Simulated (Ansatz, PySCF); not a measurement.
Bond stretch in BO, doublet.

Computed with: UCCSD(T) = CCSD(T) on UHF/cc-pVQZ, frozen core (Ansatz, a first-principles code); UHF/LANL2DZ = unrestricted Hartree-Fock/LANL2DZ (PySCF 2.14.0); UKS-B3LYP/3-21G = unrestricted B3LYP/3-21G (PySCF 2.14.0); UKS-B3LYP = unrestricted B3LYP/cc-pVQZ (Ansatz).

Energies are in kcal/mol, each relative to the lowest point of its own curve near equilibrium.

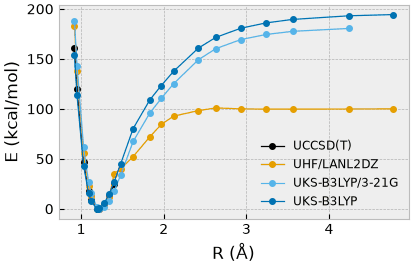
Figure: Energy against bond length for each method.

| R / Å | UCCSD(T) | UHF/LANL2DZ | UKS-B3LYP/3-21G | UKS-B3LYP |
|---|---|---|---|---|
| 0.92 | 160.8 | 183.3 | 188.2 | 154.1 |
| 0.95 | 119.6 | 137.6 | 143.4 | 113.9 |
| 1.03 | 46.8 | 55.8 | 61.8 | 43.3 |
| 1.09 | 17.8 | 22.5 | 27.1 | 15.8 |
| 1.12 | 9.2 | 12.4 | 16.0 | 7.8 |
| 1.19 | 0.3 | 0.9 | 2.0 | 0.1 |
| 1.20 | 0.0 | 0.4 | 1.1 | 0.0 |
| 1.22 | 0.1 | 0.0 | 0.0 | 0.4 |
| 1.28 | 4.3 | 3.4 | 1.3 | 5.5 |
| 1.34 | 13.0 | 11.7 | 7.8 | 14.9 |
| 1.40 | 24.6 | 34.9 | 17.7 | 27.0 |
| 1.48 | — | 39.9 | 34.0 | 45.3 |
| 1.63 | — | 52.3 | 67.4 | 80.3 |
| 1.83 | — | 71.9 | 95.6 | 108.8 |
| 1.97 | — | 84.4 | 110.5 | 123.3 |
| 2.12 | — | 92.7 | 125.2 | 137.6 |
| 2.42 | — | 98.2 | 149.2 | 160.8 |
| 2.63 | — | 100.9 | 160.2 | 171.5 |
| 2.93 | — | 100.0 | 169.2 | 180.6 |
| 3.24 | — | 99.7 | 174.4 | 186.0 |
| 3.56 | — | 99.7 | 177.6 | 189.5 |
| 4.24 | — | 99.9 | 180.5 | 193.1 |
| 4.77 | — | 100.0 | — | 194.3 |

At the longest distance, 4.77 Å, UKS-B3LYP lies highest above its minimum (194.3 kcal/mol) and UHF/LANL2DZ lowest (100.0 kcal/mol).

A dash means that the run gave no value there, or that the column was ended at a point which the program doubted or which failed a test of continuity chosen for this set; such a test can also cut sound points.

The unrestricted determinant behind UCCSD(T) is spin-contaminated at 1.34 to 4.77 Å (<S²> up to 1.8, against 0.75 for a pure doublet). The unrestricted determinant behind UHF/LANL2DZ is spin-contaminated at 1.22 to 4.77 Å (<S²> up to 1.8, against 0.75 for a pure doublet). The unrestricted solution behind UKS-B3LYP/3-21G changes between 4.24 and 4.77 Å, which can leave a kink. The unrestricted determinant behind UKS-B3LYP/3-21G is spin-contaminated at 2.42 to 4.24 Å (<S²> up to 1.7, against 0.75 for a pure doublet). The unrestricted determinant behind UKS-B3LYP is spin-contaminated at 2.42 to 4.77 Å (<S²> up to 1.7, against 0.75 for a pure doublet).
